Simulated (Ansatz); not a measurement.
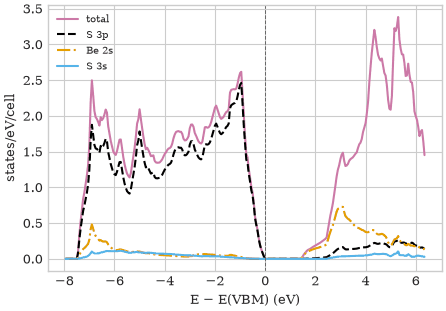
Figure: Total and projected density of states of BeS (NiAs type, P6_3/mmc), PBEsol in the plane-wave PAW code Ansatz

Problem. Which orbitals carry the states next to the gap?

Solution. Top 1 eV of the valence band: S 3p 95 %. Bottom 1 eV of the conduction band: Be 2s 78 %, outside the projected shells 18 %. Projections are on Löwdin-orthogonalised atomic valence shells; empty p or d shells of many metals are not among them.

Problem. Where is the tallest occupied peak in this window, and what makes it?

Solution. Near -0.9 eV, about 2.6 states/eV per cell; the largest projected share is S 3p.

This is a known high-pressure phase of the composition, computed here at zero pressure and temperature. Symmetry was held in the PBEsol relaxation. At this level the phase is dynamically unstable (imaginary phonons).

Potentials: the earlier of the program's two PAW sets. The files were generated under PBE; for other functionals the program regenerates the frozen cores, and for LDA and PBEsol the local potential too.
